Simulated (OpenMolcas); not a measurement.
**Run report: Au⁷⁺, multiconfigurational calculation**

System: Au⁷⁺.
Method: state-averaged SS-CASPT2, IPEA shift 0.25, real shift 0.2 hartree, closed shells 5s 5p correlated, active space 4 electrons in the shell 5d, basis ANO-RCC-VQZP, DKH2 scalar Hamiltonian, spin-orbit coupling by RASSI with atomic mean-field integrals (OpenMolcas).

### Results in brief

- outcome: converged; degenerate states are split by up to 210 cm⁻¹
- lowest level: 5d⁴ J = 0 (even, mixed, level 1)
- first excited level: 5d⁴ ⁵D₁, 9,589 cm⁻¹
- energy of the lowest spin-free term: −18981.73340 hartree
- energy of the lowest spin-orbit level: −18981.85705 hartree
- CASPT2 correlation energy: −0.2975 hartree
- largest spread among components of a term: 210.0 cm⁻¹
- lowest reference weight: 0.957
- hardware: 1 CPU thread, shared host
- wall time: 1.7 min

### Notes

The components of ³F, which symmetry makes degenerate, are split by 210 cm⁻¹ in CASPT2, and those of 6 more by over 50 cm⁻¹. This is an artefact; the levels of such states rest on averages and are uncertain by about as much. The run is of multi-state type; this report uses its single-state energies. To bear in mind: only configurations of the active space are included.

### Input
```
&GATEWAY
Coord
1

Au 0.0 0.0 0.0
Basis=ANO-RCC-VQZP
Group=XYZ
NoMove
AngMom=0.0 0.0 0.0
AMFI
&SEWARD
&RASSCF
FileOrb=start.orb
Symmetry=1
Spin=5
nActEl=4 0 0
Inactive=15 19
Ras2=5 0
CIRoot=5 5 1
SDav=5
CIMx=300
Iter=120 100
PrWF=0.3
OrbListing=Nothing
MaxOrb=0
Atom
>>> COPY $Project.JobIph JOB001
&RASSCF
FileOrb=start.orb
Symmetry=1
Spin=3
nActEl=4 0 0
Inactive=15 19
Ras2=5 0
CIRoot=45 45 1
SDav=45
CIMx=300
Iter=120 100
PrWF=0.3
OrbListing=Nothing
MaxOrb=0
Atom
>>> COPY $Project.JobIph JOB002
&RASSCF
FileOrb=start.orb
Symmetry=1
Spin=1
nActEl=4 0 0
Inactive=15 19
Ras2=5 0
CIRoot=50 50 1
SDav=50
CIMx=300
Iter=120 100
PrWF=0.3
OrbListing=Nothing
MaxOrb=0
Atom
>>> COPY $Project.JobIph JOB003
&RASSI
NrOfJobIphs=3 5 45 50
1 2 3 4 5
1 2 3 4 5 6 7 8 9 10 11 12 13 14 15 16 17 18 19 20 21 22 23 24 25 26 27
28 29 30 31 32 33 34 35 36 37 38 39 40 41 42 43 44 45
1 2 3 4 5 6 7 8 9 10 11 12 13 14 15 16 17 18 19 20 21 22 23 24 25 26 27
28 29 30 31 32 33 34 35 36 37 38 39 40 41 42 43 44 45 46 47 48 49 50
IphNames
JOB001
JOB002
JOB003
EJob
SpinOrbit
DIPRint=1.0
SOCoupling=1000.0
Subsets=2
MEES
Property=10
'ANGMOM' 1 'ANGMOM' 2 'ANGMOM' 3 'MLTPL  1' 1 'MLTPL  1' 2 'MLTPL  1' 3
'AMFI' 1 'AMFI' 2 'AMFI' 3 'MLTPL  2' 6
SOProperty=3
'ANGMOM' 1 'ANGMOM' 2 'ANGMOM' 3
>>> COPY JOB001 $Project.JobIph
&CASPT2
Multistate=5 1 2 3 4 5
Frozen=14 16
IPEA=0.25
Shift=0.2
MaxIter=60
WThr=0.0 0.3 0.05
PrWF=0.5
NoMix
>>> COPY JOB002 $Project.JobIph
&CASPT2
Multistate=45 1 2 3 4 5 6 7 8 9 10 11 12 13 14 15 16 17 18 19 20 21 22
23 24 25 26 27 28 29 30 31 32 33 34 35 36 37 38 39 40 41 42 43 44 45
Frozen=14 16
IPEA=0.25
Shift=0.2
MaxIter=60
WThr=0.0 0.3 0.05
PrWF=0.5
NoMix
>>> COPY JOB003 $Project.JobIph
&CASPT2
Multistate=50 1 2 3 4 5 6 7 8 9 10 11 12 13 14 15 16 17 18 19 20 21 22
23 24 25 26 27 28 29 30 31 32 33 34 35 36 37 38 39 40 41 42 43 44 45 46
47 48 49 50
Frozen=14 16
IPEA=0.25
Shift=0.2
MaxIter=60
WThr=0.0 0.3 0.05
PrWF=0.5
NoMix
```

The file start.orb holds starting orbitals from an earlier step. A driver script formed the levels outside the program, from RASSI's spin-orbit matrix and the CASPT2 energies (for multi-state variants, the effective Hamiltonian), averaged over the components of each term or state. The log and the time are those of the CASPT2 step.

Command:
```bash
OMP_NUM_THREADS=1 MOLCAS_MEM=1689 MOLCAS_PROJECT=a pymolcas a.inp > a.log  # once for each step of the input, in one work folder
```

### Output (extracts)
```
--- CASPT2 ---
Orbital specifications:
      -----------------------

      Symmetry species                           1   2
                                                ag  au
      Frozen orbitals                           14  16
      Inactive orbitals                          1   3
      Active orbitals                            5   0
      Secondary orbitals                        37  44
      Deleted orbitals                           0   0
      Number of basis functions                 57  63
Type of calculation                        MS-CASPT2
      Fock operator                              state-specific
      IPEA shift                                 0.25
      Real shift                                 0.20
      Imaginary shift                            0.00
      The input orbitals will be transformed to quasi-canonical
Reference energy:      -18981.4359106961
      E2 (Non-variational):      -0.2906108896
      Shift correction:          -0.0068806198
      E2 (Variational):          -0.2974915094
      Total energy:          -18981.7334022055
      Residual norm:              0.0000004632
      Reference weight:           0.96674
      Contributions to the CASPT2 correlation energy
      Active & Virtual Only:         -0.0337296698
      One Inactive Excited:          -0.1504929062
      Two Inactive Excited:          -0.1063883136
Reference energy:      -18981.4359106961
      E2 (Non-variational):      -0.2906041896
      Shift correction:          -0.0068801231
      E2 (Variational):          -0.2974843126
      Total energy:          -18981.7333950087
      Residual norm:              0.0000004565
      Reference weight:           0.96674
      Contributions to the CASPT2 correlation energy
      Active & Virtual Only:         -0.0337296062
      One Inactive Excited:          -0.1504860747
      Two Inactive Excited:          -0.1063885087
::    CASPT2 Root  1     Total energy: -18981.73340221
::    CASPT2 Root  2     Total energy: -18981.73339501
::    CASPT2 Root  3     Total energy: -18981.73339615
::    CASPT2 Root  4     Total energy: -18981.73342650
::    CASPT2 Root  5     Total energy: -18981.73338407
::    MS-CASPT2 Root  1     Total energy: -18981.73342863
::    MS-CASPT2 Root  2     Total energy: -18981.73340328
::    MS-CASPT2 Root  3     Total energy: -18981.73340029
::    MS-CASPT2 Root  4     Total energy: -18981.73339417
::    MS-CASPT2 Root  5     Total energy: -18981.73337756
--- CASPT2 ---
Orbital specifications:
      -----------------------

      Symmetry species                           1   2
                                                ag  au
      Frozen orbitals                           14  16
      Inactive orbitals                          1   3
      Active orbitals                            5   0
      Secondary orbitals                        37  44
      Deleted orbitals                           0   0
      Number of basis functions                 57  63
Type of calculation                        MS-CASPT2
      Fock operator                              state-specific
      IPEA shift                                 0.25
      Real shift                                 0.20
      Imaginary shift                            0.00
      The input orbitals will be transformed to quasi-canonical
Reference energy:      -18981.3338656416
      E2 (Non-variational):      -0.3006509514
      Shift correction:          -0.0072913378
      E2 (Variational):          -0.3079422892
      Total energy:          -18981.6418079308
      Residual norm:              0.0000002372
      Reference weight:           0.96483
      Contributions to the CASPT2 correlation energy
      Active & Virtual Only:         -0.0390413485
      One Inactive Excited:          -0.1586995161
      Two Inactive Excited:          -0.1029100868
Reference energy:      -18981.3338656416
      E2 (Non-variational):      -0.3005971063
      Shift correction:          -0.0072839955
      E2 (Variational):          -0.3078811018
      Total energy:          -18981.6417467434
      Residual norm:              0.0000002285
      Reference weight:           0.96486
      Contributions to the CASPT2 correlation energy
      Active & Virtual Only:         -0.0389789612
      One Inactive Excited:          -0.1586859358
      Two Inactive Excited:          -0.1029322093
::    CASPT2 Root  1     Total energy: -18981.64180793
::    CASPT2 Root  2     Total energy: -18981.64174674
::    CASPT2 Root  3     Total energy: -18981.64178694
::    CASPT2 Root  4     Total energy: -18981.64179419
::    CASPT2 Root  5     Total energy: -18981.64174877
::    CASPT2 Root  6     Total energy: -18981.64177771
::    CASPT2 Root  7     Total energy: -18981.64178738
::    CASPT2 Root  8     Total energy: -18981.64174939
::    CASPT2 Root  9     Total energy: -18981.64188393
::    CASPT2 Root 10     Total energy: -18981.64168707
::    CASPT2 Root 11     Total energy: -18981.64181202
::    CASPT2 Root 12     Total energy: -18981.63506854
::    CASPT2 Root 13     Total energy: -18981.63505403
::    CASPT2 Root 14     Total energy: -18981.63505346
::    CASPT2 Root 15     Total energy: -18981.63133788
::    CASPT2 Root 16     Total energy: -18981.63157067
::    CASPT2 Root 17     Total energy: -18981.63148359
::    CASPT2 Root 18     Total energy: -18981.63147163
::    CASPT2 Root 19     Total energy: -18981.63149555
::    CASPT2 Root 20     Total energy: -18981.63139605
::    CASPT2 Root 21     Total energy: -18981.63141203
::    CASPT2 Root 22     Total energy: -18981.62255554
::    CASPT2 Root 23     Total energy: -18981.62248324
::    CASPT2 Root 24     Total energy: -18981.62262148
::    CASPT2 Root 25     Total energy: -18981.62254429
::    CASPT2 Root 26     Total energy: -18981.62250890
::    CASPT2 Root 27     Total energy: -18981.62256197
::    CASPT2 Root 28     Total energy: -18981.62248413
::    CASPT2 Root 29     Total energy: -18981.62254479
::    CASPT2 Root 30     Total energy: -18981.62258553
--- CASPT2 ---
Orbital specifications:
      -----------------------

      Symmetry species                           1   2
                                                ag  au
      Frozen orbitals                           14  16
      Inactive orbitals                          1   3
      Active orbitals                            5   0
      Secondary orbitals                        37  44
      Deleted orbitals                           0   0
      Number of basis functions                 57  63
Type of calculation                        MS-CASPT2
      Fock operator                              state-specific
      IPEA shift                                 0.25
      Real shift                                 0.20
      Imaginary shift                            0.00
      The input orbitals will be transformed to quasi-canonical
Reference energy:      -18981.2829623089
      E2 (Non-variational):      -0.3052623811
      Shift correction:          -0.0074493908
      E2 (Variational):          -0.3127117719
      Total energy:          -18981.5956740808
      Residual norm:              0.0000001847
      Reference weight:           0.96409
      Contributions to the CASPT2 correlation energy
      Active & Virtual Only:         -0.0411675344
      One Inactive Excited:          -0.1631694178
      Two Inactive Excited:          -0.1009254288
Reference energy:      -18981.2829623089
      E2 (Non-variational):      -0.3051058327
      Shift correction:          -0.0074414739
      E2 (Variational):          -0.3125473067
      Total energy:          -18981.5955096156
      Residual norm:              0.0000001926
      Reference weight:           0.96413
      Contributions to the CASPT2 correlation energy
      Active & Virtual Only:         -0.0410740498
      One Inactive Excited:          -0.1631621937
      Two Inactive Excited:          -0.1008695892
::    CASPT2 Root  1     Total energy: -18981.59567408
::    CASPT2 Root  2     Total energy: -18981.59550962
::    CASPT2 Root  3     Total energy: -18981.59575624
::    CASPT2 Root  4     Total energy: -18981.59574542
::    CASPT2 Root  5     Total energy: -18981.59566612
::    CASPT2 Root  6     Total energy: -18981.59589754
::    CASPT2 Root  7     Total energy: -18981.59568769
::    CASPT2 Root  8     Total energy: -18981.59584375
::    CASPT2 Root  9     Total energy: -18981.59553347
::    CASPT2 Root 10     Total energy: -18981.59595717
::    CASPT2 Root 11     Total energy: -18981.59558654
::    CASPT2 Root 12     Total energy: -18981.59560515
::    CASPT2 Root 13     Total energy: -18981.59555957
::    CASPT2 Root 14     Total energy: -18981.58840731
::    CASPT2 Root 15     Total energy: -18981.58869162
::    CASPT2 Root 16     Total energy: -18981.58907863
::    CASPT2 Root 17     Total energy: -18981.58886459
::    CASPT2 Root 18     Total energy: -18981.58890359
::    CASPT2 Root 19     Total energy: -18981.58861994
::    CASPT2 Root 20     Total energy: -18981.58901282
::    CASPT2 Root 21     Total energy: -18981.58909648
::    CASPT2 Root 22     Total energy: -18981.58880925
::    CASPT2 Root 23     Total energy: -18981.56927193
::    CASPT2 Root 24     Total energy: -18981.56268453
::    CASPT2 Root 25     Total energy: -18981.56272486
::    CASPT2 Root 26     Total energy: -18981.56261172
::    CASPT2 Root 27     Total energy: -18981.56268963
::    CASPT2 Root 28     Total energy: -18981.56270057
::    CASPT2 Root 29     Total energy: -18981.53958763
::    CASPT2 Root 30     Total energy: -18981.53941380
```

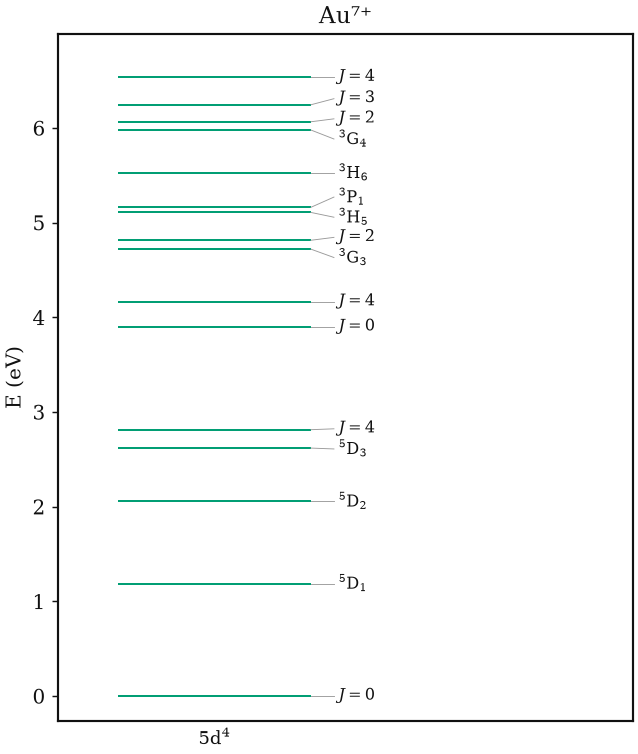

Figure 1. Level diagram of Au⁷⁺. The lowest level is 5d⁴ J = 0 (even, mixed, level 1). The first excited level, 5d⁴ ⁵D₁, lies at 1.19 eV. All levels drawn have even parity, so no electric dipole line joins them. The leading LS term holds 59 % of a level on average, 53 % of the ground level. Spin-orbit coupling puts the ground level 3.36 eV below the lowest spin-free term.

```tsv
Configuration	Level	E (eV)	LS purity (%)
5d⁴	J = 0 (even, mixed)	0	53
5d⁴	⁵D₁	1.189	79
5d⁴	⁵D₂	2.057	86
5d⁴	⁵D₃	2.621	76
5d⁴	J = 4 (even, mixed)	2.815	44
5d⁴	J = 0 (even, mixed)	3.900	45
5d⁴	J = 4 (even, mixed)	4.167	50
5d⁴	³G₃	4.722	61
5d⁴	J = 2 (even, mixed)	4.816	54
5d⁴	³H₅	5.110	73
5d⁴	³P₁	5.164	67
5d⁴	³H₆	5.528	67
5d⁴	³G₄	5.980	66
5d⁴	J = 2 (even, mixed)	6.068	44
5d⁴	J = 3 (even, mixed)	6.247	44
5d⁴	J = 4 (even, mixed)	6.538	41
```
